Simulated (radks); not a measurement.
# Nuclear size and the levels of Ge

Aim: how the total energy, the levels and the density at the nucleus of Ge respond when the nuclear radius is scaled.

Program: radks (a radial shooting solver on a logarithmic mesh, Libxc functionals) version 1. Level of theory: Dirac Kohn-Sham, BLYP, spin-unpolarised, spherical densities, finite nucleus; open shells fill j = l - 1/2 first. These are calculated values, not measurements, unless marked.

### Step 1. The system

* element: germanium (Z = 32)
* charge: 0
* electrons: 32
* configuration: [Ar] 3d10 4s2 4p2
* nuclear rms radius: 4.0742 fm

In the logs a row gives level, spin channel, occupation and eigenvalue; Etot, Ekin, Encl (electron-nucleus), Eh (Hartree) and Exc are energies, all in hartree; err is the last residual, it the number of iterations.

### Step 2. rms radius 4.0742 fm

Settings of this run:

```text
Z 32
configuration [Ar] 3d10 4s2 4p2 5s0 4d0
relativity Dirac
functional b88,lyp
spin unpolarised
j_filling energy
nucleus finite rms 4.0742 fm
c 137.035999084
```

Output:

```text
1s1/2   1   2.0000        -402.78665536
2s1/2   1   2.0000         -50.39282979
2p1/2   1   2.0000         -44.83279698
2p3/2   1   4.0000         -43.66049771
3s1/2   1   2.0000          -6.17118419
3p1/2   1   2.0000          -4.33910994
3p3/2   1   4.0000          -4.18155978
3d3/2   1   4.0000          -1.07933295
3d5/2   1   6.0000          -1.05781349
4s1/2   1   2.0000          -0.42492199
4p1/2   1   2.0000          -0.14121829
4p3/2   1   0.0000          -0.13434231
5s1/2   1   0.0000          -0.01795753
4d3/2   1   0.0000           0.00013780
4d5/2   1   0.0000           0.00013780
Etot -2099.3312618139016
Ekin 2143.917982318556
Encl -5066.092785266828
Eh 902.8274308322043
Exc -79.98388969783366
err 2.651340477402446e-09
it 16
```

4p1/2 is the highest filled level (-3.843 eV).

From the orbitals of this run (lengths in bohr):

| level | occupation | energy (eV) | <r> | outermost maximum (interpolated) | 90 % within | nodes |
| --- | --- | --- | --- | --- | --- | --- |
| 3s1/2 | 2 | -167.93 | 0.6242 | 0.542 | 0.934 | 2 |
| 3p1/2 | 2 | -118.07 | 0.6399 | 0.537 | 0.985 | 1 |
| 3p3/2 | 4 | -113.79 | 0.6506 | 0.546 | 1.00 | 1 |
| 3d3/2 | 4 | -29.370 | 0.7342 | 0.501 | 1.25 | 0 |
| 3d5/2 | 6 | -28.785 | 0.7396 | 0.504 | 1.26 | 0 |
| 4s1/2 | 2 | -11.563 | 2.112 | 1.73 | 3.20 | 3 |
| 4p1/2 | 2 | -3.843 | 2.885 | 2.18 | 4.59 | 2 |
| 4p3/2 | 0 | -3.656 | 2.949 | 2.22 | 4.69 | 2 |

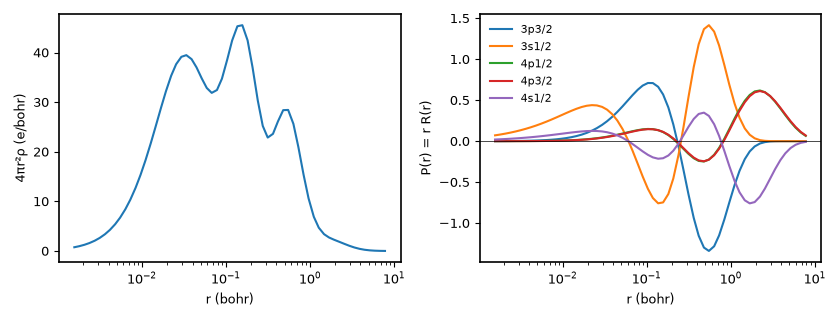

Left: shells in the radial density. Right: radial functions of the outer levels.

### Step 3. rms radius 3.2594 fm

Settings, as their differences from step 2:

```diff
@@ -6,3 +6,3 @@
 j_filling energy
-nucleus finite rms 4.0742 fm
+nucleus finite rms 3.2594 fm
 c 137.035999084
```

Output:

```text
1s1/2   1   2.0000        -402.78856997
2s1/2   1   2.0000         -50.39301646
2p1/2   1   2.0000         -44.83278185
2p3/2   1   4.0000         -43.66048149
3s1/2   1   2.0000          -6.17121204
3p1/2   1   2.0000          -4.33910719
3p3/2   1   4.0000          -4.18155687
3d3/2   1   4.0000          -1.07933100
3d5/2   1   6.0000          -1.05781156
4s1/2   1   2.0000          -0.42492391
4p1/2   1   2.0000          -0.14121794
4p3/2   1   0.0000          -0.13434197
5s1/2   1   0.0000          -0.01795768
4d3/2   1   0.0000           0.00013780
4d5/2   1   0.0000           0.00013780
Etot -2099.3357694746437
Ekin 2143.934350444988
Encl -5066.113952241001
Eh 902.8278338506711
Exc -79.9840015293014
err 3.539233116497631e-09
it 17
```

E − E(step 2, rms radius 4.0742 fm) = -0.123 eV. 4p1/2 is the highest filled level (-3.843 eV).

### Step 4. rms radius 3.7116 fm

Settings, as their differences from step 3:

```diff
@@ -6,3 +6,3 @@
 j_filling energy
-nucleus finite rms 3.2594 fm
+nucleus finite rms 3.7116 fm
 c 137.035999084
```

Output:

```text
1s1/2   1   2.0000        -402.78755667
2s1/2   1   2.0000         -50.39291767
2p1/2   1   2.0000         -44.83278986
2p3/2   1   4.0000         -43.66049007
3s1/2   1   2.0000          -6.17119730
3p1/2   1   2.0000          -4.33910864
3p3/2   1   4.0000          -4.18155841
3d3/2   1   4.0000          -1.07933203
3d5/2   1   6.0000          -1.05781258
4s1/2   1   2.0000          -0.42492290
4p1/2   1   2.0000          -0.14121813
4p3/2   1   0.0000          -0.13434215
5s1/2   1   0.0000          -0.01795760
4d3/2   1   0.0000           0.00013780
4d5/2   1   0.0000           0.00013780
Etot -2099.3333838079925
Ekin 2143.9256728214896
Encl -5066.102734866472
Eh 902.827620548019
Exc -79.9839423110291
err 4.8547963080398174e-09
it 17
```

E − E(step 2, rms radius 4.0742 fm) = -0.058 eV. The top filled level is 4p1/2, -3.843 eV.

### Step 5. rms radius 4.3146 fm

Settings, as their differences from step 4:

```diff
@@ -6,3 +6,3 @@
 j_filling energy
-nucleus finite rms 3.7116 fm
+nucleus finite rms 4.3146 fm
 c 137.035999084
```

Output:

```text
1s1/2   1   2.0000        -402.78601449
2s1/2   1   2.0000         -50.39276731
2p1/2   1   2.0000         -44.83280204
2p3/2   1   4.0000         -43.66050314
3s1/2   1   2.0000          -6.17117486
3p1/2   1   2.0000          -4.33911086
3p3/2   1   4.0000          -4.18156076
3d3/2   1   4.0000          -1.07933360
3d5/2   1   6.0000          -1.05781413
4s1/2   1   2.0000          -0.42492135
4p1/2   1   2.0000          -0.14121840
4p3/2   1   0.0000          -0.13434243
5s1/2   1   0.0000          -0.01795748
4d3/2   1   0.0000           0.00013780
4d5/2   1   0.0000           0.00013780
Etot -2099.329752996031
Ekin 2143.9125275525757
Encl -5066.0857241684225
Eh 902.8272959366054
Exc -79.98385231678935
err 5.628512370707319e-09
it 15
```

Energy against step 2 (rms radius 4.0742 fm): +0.041 eV. Highest occupied level: 4p1/2 at -3.843 eV.

### Step 6. rms radius 4.7057 fm

Settings, as their differences from step 5:

```diff
@@ -6,3 +6,3 @@
 j_filling energy
-nucleus finite rms 4.3146 fm
+nucleus finite rms 4.7057 fm
 c 137.035999084
```

Output:

```text
1s1/2   1   2.0000        -402.78489850
2s1/2   1   2.0000         -50.39265851
2p1/2   1   2.0000         -44.83281086
2p3/2   1   4.0000         -43.66051259
3s1/2   1   2.0000          -6.17115863
3p1/2   1   2.0000          -4.33911246
3p3/2   1   4.0000          -4.18156246
3d3/2   1   4.0000          -1.07933473
3d5/2   1   6.0000          -1.05781525
4s1/2   1   2.0000          -0.42492023
4p1/2   1   2.0000          -0.14121860
4p3/2   1   0.0000          -0.13434262
5s1/2   1   0.0000          -0.01795740
4d3/2   1   0.0000           0.00013780
4d5/2   1   0.0000           0.00013780
Etot -2099.3271255567197
Ekin 2143.903051744116
Encl -5066.073451045117
Eh 902.8270610170459
Exc -79.98378727276491
err 2.929730101129985e-09
it 15
```

E − E(step 2, rms radius 4.0742 fm) = +0.113 eV. 4p1/2 is the highest filled level (-3.843 eV).

### Step 7. Results

| rms radius (fm) | total energy shift (eV) | density at nucleus (e/bohr³) | 1s1/2 shift (meV) | 2s1/2 shift (meV) | 2p1/2 shift (meV) | 3s1/2 shift (meV) | 3p1/2 shift (meV) |
| --- | --- | --- | --- | --- | --- | --- | --- |
| 3.2594 | -0.123 | 3.219e+04 | -52.1 | -5.08 | 0.412 | -0.758 | 0.0749 |
| 3.7116 | -0.0577 | 3.192e+04 | -24.5 | -2.39 | 0.194 | -0.357 | 0.0353 |
| 4.0742 | 0 | 3.173e+04 | 0 | 0 | 0 | 0 | 0 |
| 4.3146 | 0.0411 | 3.162e+04 | 17.4 | 1.70 | -0.138 | 0.254 | -0.0250 |
| 4.7057 | 0.113 | 3.144e+04 | 47.8 | 4.66 | -0.378 | 0.696 | -0.0687 |

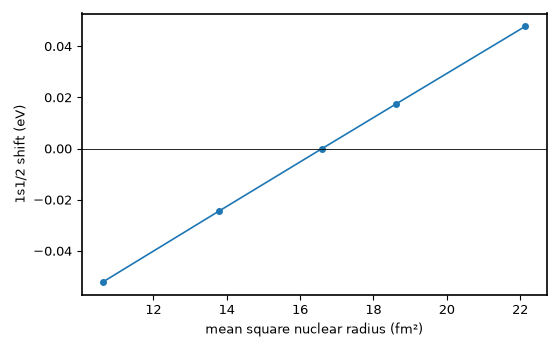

Shift of the 1s1/2 level against the mean square radius.

Shifts are against the first run. Over the range the 1s1/2 level moves by 0.0999 eV and the 3p1/2 level by -0.144 meV. A larger nucleus binds the 1s electrons less and lowers the density at its centre. These are shifts of eigenvalues, not the field shifts of spectral lines.
